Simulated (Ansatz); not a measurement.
**Mo (100): surface energy and levels**

This session takes Mo and sets out to compute energy, relaxation and work function or band edges of the (100) face.

Computed with Ansatz 0.2.0 (DFT PBE, scalar-relativistic, plane waves, PAW, unless a step's input says otherwise).

1 further run of the same task is left out (set aside as unsound or not needed).

## Step 1: The system as given

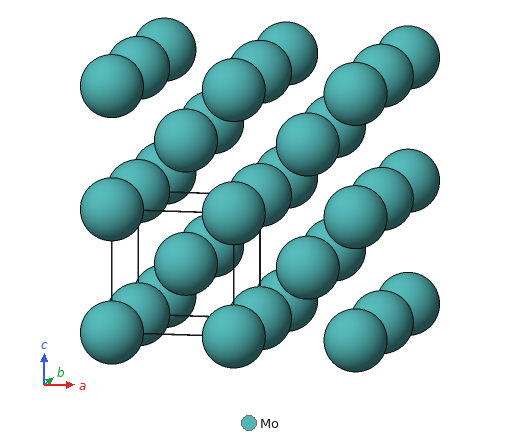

The starting structure, seen slightly off an axis (molybdenum teal). 2×2×2 cells are drawn. Atoms on the faces are drawn again on the opposite ones. The cell drawn here is the conventional one.

As a file:

```xyz
1
Lattice="-1.5802 1.5802 1.5802 1.5802 -1.5802 1.5802 1.5802 1.5802 -1.5802" Properties=species:S:1:pos:R:3 pbc="T T T"
Mo    0.0000    0.0000    0.0000
```

It is the result of an earlier relaxation at this level (volume 15.78 Å³/atom; gap on the mesh: none (metal)).

The bulk reference comes from a run made before at the same settings: -4956.0225 eV/atom.

## Step 2: Cutting the (100) slab

Planes are indexed in the bulk's conventional cell (Im-3m (No. 229)), a = 3.160 Å, b = 3.160 Å, c = 3.160 Å, α = 90.00°, β = 90.00°, γ = 90.00°.

The slab is a (100) slab, 4.7 Å thick as cut, with 15 Å of vacuum; its outer planes are Mo (top) and Mo (bottom).

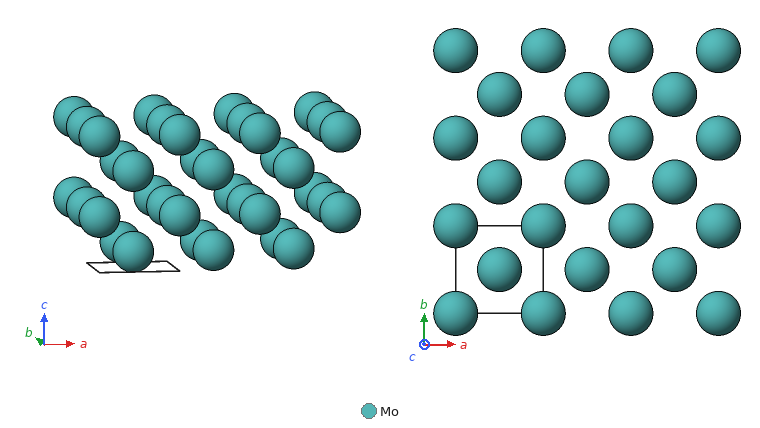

The slab as cut, seen from the side (left, normal up) and from above (right); molybdenum teal. 3×3 surface cells are drawn (two deep in side views), with atoms on the cell's edges repeated; the outline under the slab is one cell, and the vacuum is left out.

## Step 3: Single point on the unrelaxed (100) slab

A dipole layer in the vacuum cancels the field that periodic copies would set up if the slab's two faces differ.

Contents of input.yaml:

```yaml
crystal:
  lattice:
    - [3.1604413624, 0.0, 0.0]
    - [0.0, 3.1604413624, 0.0]
    - [0.0, 0.0, 19.7406620436]
  atoms:
    - { symbol: Mo, position: [0.5, 0.5, 0.3799264677] }
    - { symbol: Mo, position: [0.0, 0.0, 0.4599754892] }
    - { symbol: Mo, position: [0.5, 0.5, 0.5400245108] }
    - { symbol: Mo, position: [0.0, 0.0, 0.6200735323] }
basis:
  ecutwfc: 420
kpoints:
  mp_grid: { grid: [11, 11, 1] }
hamiltonian:
  xc: pbe
scf:
  occupations: { method: gaussian, width: 0.1 }
output:
  forces: true
  stress: true
  eigenvalues: true
  write_density: true
  write_potential: true
  elf: true
  volumetric_format: npy
efield:
  axis: 3
  dipole_correction: true
```

Command:

```bash
ansatz run input.yaml --threads 1 --pin off --max-ram 2560MiB --backend cpu --events-out ev --progress --plain --runs-dir out
```

Output, shortened:

```text
Warning: RAYON_NUM_THREADS=1 ignored (pool sized by the plan → 1); use --threads N
[...]
Pseudopotentials: kind: paw
Pseudopotential: Mo, paw, valence charge 14, recommended cutoff 420 eV (normal), Mo.paw.azcp
Functional definition: PBE
[...]
Crystal: 4 atoms, lattice volume = 197.177 Å³
Basis set: ecut = 420 eV, 3873 PW (Γ), exchange–correlation on 48×48×270 points (8 copies of the dense FFT grid, shifted against one another)
Bands: 34, of which v1, the nominal top of the filled ones, is band 28 counted from 1 (27 counted from 0)
Symmetry: 8 space group operations
k-points: 21 of 121
[...]
SCF iter   1: F=—  HF=-19819.725704 eV  |F-HF|=—  |Δ(HF+E_count)|=         —  Δρ=7.30e-3  dr2=1.93e-1  ethr=1.77e-3  p=0.000 e·Å  D=1.33e-13 V/Å  ΔV_dip=-0.00 eV  dr2_dipole=1.97e-7  V_vac-E_F(+/−)=4.16/4.16 eV  ⟨swp⟩=7.5  Hψ=3244  notcnv=0
[...]
SCF iter   8: F=-19819.695269 eV  HF=-19819.695269 eV  |F-HF|=9.75e-9  |Δ(HF+E_count)|=   2.87e-7  Δρ=3.02e-6  dr2=2.56e-8  ethr=1.79e-10  p=-0.000 e·Å  D=-4.84e-8 V/Å  ΔV_dip=0.00 eV  dr2_dipole=1.97e-12  V_vac-E_F(+/−)=3.84/3.84 eV  ⟨swp⟩=15.3  Hψ=5821  notcnv=0
[...]
WARN: The output density's exchange-correlation potential varies sharply where the density is thin. Do not read a vacuum level from v_tot or v_xc, or from such a field of the output density. On a cell that repeats whose density bears no net charge and no dipole along the vacuum's axis use [...]
SCF converged after 8 iterations
Free energy (F): -19819.695269 eV
[...]
E sigma→0 (E₀):  -19819.683405 eV
Entropy (-TS):   -0.023729 eV (-5.932 meV/atom)
Fermi energy:    4.106823 eV
Dipole field:    D = 0.000002 V/Å  (p = 0.000002 e·Å, saw-weighted, corrected)
Work function:   Φ+ = 3.8355 eV   Φ− = 3.8356 eV
Levels:          The Fermi level and band energies are counted from a zero that moves with the ramp; work functions are not
[...]
--- Forces (eV/Å), atoms counted from 1 ---
  atom   1  Mo    -0.00000000     0.00000000     1.72319064
  atom   2  Mo     0.00000000     0.00000000    -1.63394601
  atom   3  Mo     0.00000000     0.00000000     1.63394486
  atom   4  Mo     0.00000000     0.00000000    -1.72319163
[...]
--- Stress (GPa, compression-positive) ---
       -6.152273       0.000000      -0.000000
        0.000000      -6.152273       0.000000
        0.000000       0.000000      -4.539870
  P = ⅓ Tr σ = -5.6148 GPa (-56.148 kbar)
--- Band table (eV; the first three rows and the last of 21) ---
[...]
```

Run time: 33 s. Hardware: 1 thread of Intel Xeon at 2.50GHz (Skylake/Cascade Lake), shared host; peak memory 0.44 GiB.

From the log: work function 3.84 eV.

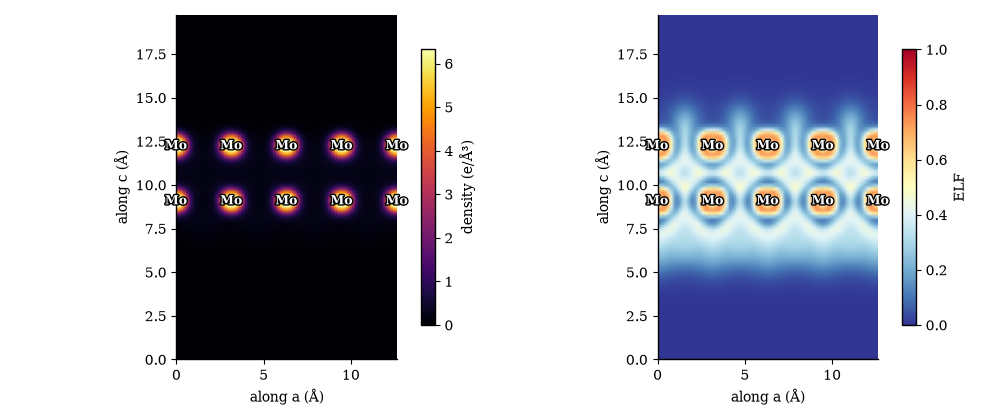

Density (left) and ELF (right) in a lattice plane of the grid's cell (edges 3.16 and 19.74 Å, at 0.000 of the third edge), which holds Mo. Only atoms in the plane are labelled. Both are smooth fields of the valence electrons: close to the nuclei they are not physical.

Outside the cores ELF peaks at 0.47 between the atoms, 1.7 Å from Mo.

## Step 4: All atoms of the slab relaxed

input.yaml: that of step 3 with these lines changed.

```diff
@@ -20,3 +20,2 @@
   forces: true
-  stress: true
   eigenvalues: true
@@ -26,2 +25,6 @@
   volumetric_format: npy
+relax:
+  adjacent_minimum: "off"
+  f_tol: 0.02
+  max_steps: 60
 efield:
```

Command:

```bash
ansatz run input.yaml --threads 1 --pin off --max-ram 2560MiB --backend cpu --events-out ev --progress --plain --runs-dir out
```

Output, shortened:

```text
Warning: RAYON_NUM_THREADS=1 ignored (pool sized by the plan → 1); use --threads N
[...]
[... 3 set-up lines as earlier in the session ...]
[...]
Crystal: 4 atoms, lattice volume = 197.177 Å³
Basis set: ecut = 420 eV, 3873 PW (Γ), exchange–correlation on 48×48×270 points (8 copies of the dense FFT grid, shifted against one another)
Bands: 34, of which v1, the nominal top of the filled ones, is band 28 counted from 1 (27 counted from 0)
[... 1 set-up line as earlier in the session ...]
k-points: 21 of 121
[...]
SCF iter   1: F=—  HF=-19819.725704 eV  |F-HF|=—  |Δ(HF+E_count)|=         —  Δρ=7.30e-3  dr2=1.93e-1  ethr=1.77e-3  p=0.000 e·Å  D=1.02e-13 V/Å  ΔV_dip=-0.00 eV  dr2_dipole=1.97e-7  V_vac-E_F(+/−)=4.16/4.16 eV  ⟨swp⟩=7.5  Hψ=3244  notcnv=0
[...]
relax step   1: F+E_penalty+E_count = -19819.69526908 eV  Δ(F+E_penalty+E_count) = +0.000e0 eV  max|allowed force component| = 1.723e0 eV/Å  Δτ_max = 0.0000 Å  (7 SCF iters, dr2 threshold 1.00e-5 eV, accepted)
[...]
WARN: The output density's exchange-correlation potential varies sharply where the density is thin. Do not read a vacuum level from v_tot or v_xc, or from such a field of the output density. On a cell that repeats whose density bears no net charge and no dipole along the vacuum's axis use [...]
SCF converged after 4 iterations
Free energy (F): -19820.105327 eV
[...]
E sigma→0 (E₀):  -19820.092904 eV
Entropy (-TS):   -0.024847 eV (-6.212 meV/atom)
Fermi energy:    4.059119 eV
Dipole field:    D = 0.000001 V/Å  (p = 0.000001 e·Å, saw-weighted, corrected)
Work function:   Φ+ = 3.8448 eV   Φ− = 3.8448 eV
Levels:          The Fermi level and band energies are counted from a zero that moves with the ramp; work functions are not
[...]
--- Forces (eV/Å), atoms counted from 1 ---
  atom   1  Mo     0.00000000     0.00000000     0.00730191
  atom   2  Mo     0.00000000     0.00000000    -0.00992342
  atom   3  Mo     0.00000000     0.00000000     0.00992275
  atom   4  Mo     0.00000000     0.00000000    -0.00730223
[...]
--- Band table (eV; the first three rows and the last of 21) ---
[...]
--- Relaxed structure (4 steps of the walk, 4 accepted, 0 SCFs on fresh bases) ---
  F+E_penalty+E_count = -19820.10532705 eV   max|allowed force component| = 9.923e-3 eV/Å
  atoms:
    - { symbol: Mo, position: [0.5, 0.5, 0.38811360817614626] }
    - { symbol: Mo, position: [2.094765706649177e-35, 0.0, 0.4565038456296684] }
    - { symbol: Mo, position: [0.5, 0.5, 0.54349615432221] }
    - { symbol: Mo, position: [5.7129973817704825e-36, 0.0, 0.6118863918719751] }
```

Run time: 1.8 min. Hardware: 1 thread of Intel Xeon at 2.50GHz (Skylake/Cascade Lake), shared host; peak memory 0.46 GiB.

Step by step:

```csv
step,energy from step 1 (eV/cell),largest force component (eV/Å)
1,0.0000,1.7231
2,-0.3900,0.4497
3,-0.4101,0.0111
4,-0.4101,0.0099
```

Step 1 is the start.

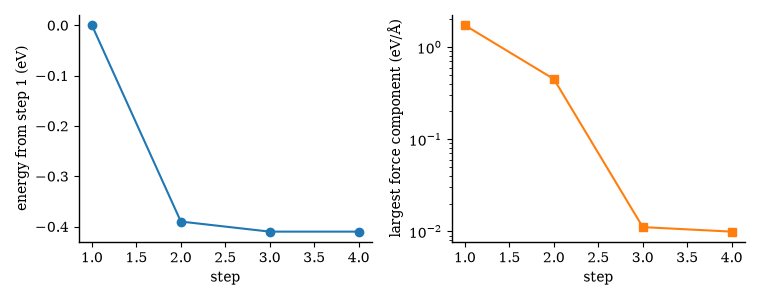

Energy and largest force along the relaxation.

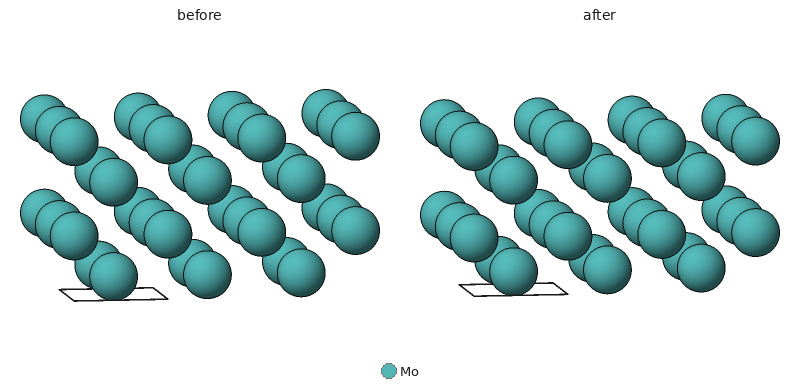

Before and after, at one scale.

From the log: work function 3.84 eV.

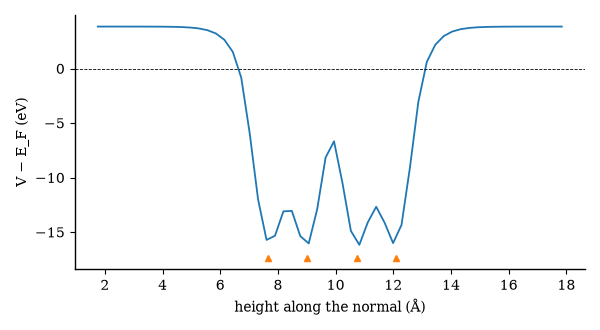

Plane-averaged electrostatic potential energy of an electron across the slab, counted from the Fermi level; triangles mark the atomic planes. The flat parts are the vacuum levels.

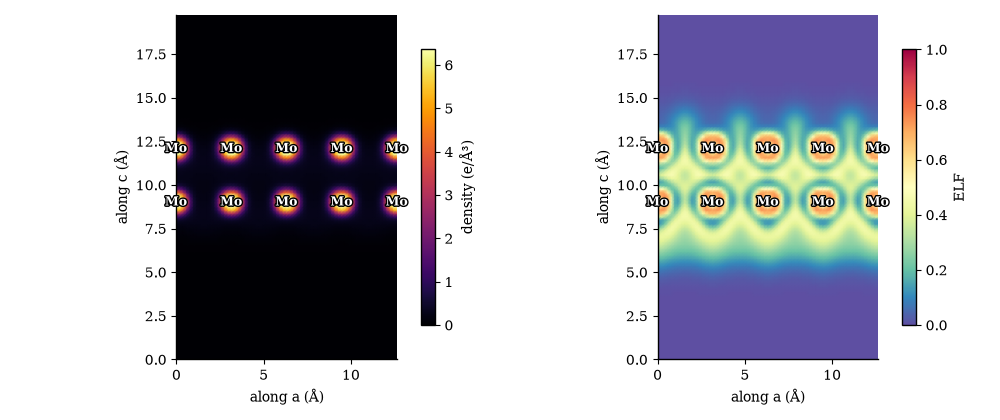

Density (left) and ELF (right) in a lattice plane of the grid's cell (edges 3.16 and 19.74 Å, at 0.000 of the third edge), which holds Mo. Only atoms in the plane are labelled. Both are smooth fields of the valence electrons: close to the nuclei they are not physical.

Maxima of ELF outside the ion cores: 0.47 between the atoms, 1.7 Å from Mo.

## Step 5: What the (100) slab gives

The surface energy is (E_slab − N·E_bulk) / 2A, with N = 4 atoms and A = 9.99 Å².

|  | as cut | relaxed |
| --- | --- | --- |
| surface energy, mean of both faces | 3.53 J/m² | 3.21 J/m² |
| work function | 3.84 eV | 3.84 eV |
| dipole along +c (e·Å/cell) | 0.000 | 0.000 |

How the layers moved (bottom to top):

| plane | atoms | spacing to the next, as cut (Å) | relaxed (Å) | change (%) | rumpling (Å) |
| --- | --- | --- | --- | --- | --- |
| 1 | Mo | 1.580 | 1.350 | -14.6 | 0.000 |
| 2 | Mo | 1.580 | 1.717 | +8.7 | 0.000 |
| 3 | Mo | 1.580 | 1.350 | -14.6 | 0.000 |
| 4 | Mo |  |  |  | 0.000 |

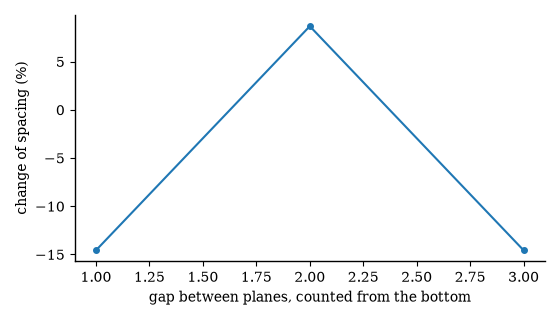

Change of each interlayer spacing on relaxation.

## Step 6: Summary of results

| quantity | value |
| --- | --- |
| surface energy, (100), cut with Mo on top | 3.21 J/m² |
| work function, (100), cut with Mo on top | 3.84 eV |

In words: On (100) the top spacing contracts by 14.6 %, and relaxation gains 0.328 J/m² a face. Inner planes relax by over 3 % too, so the slab is too thin to hold a bulk-like region.
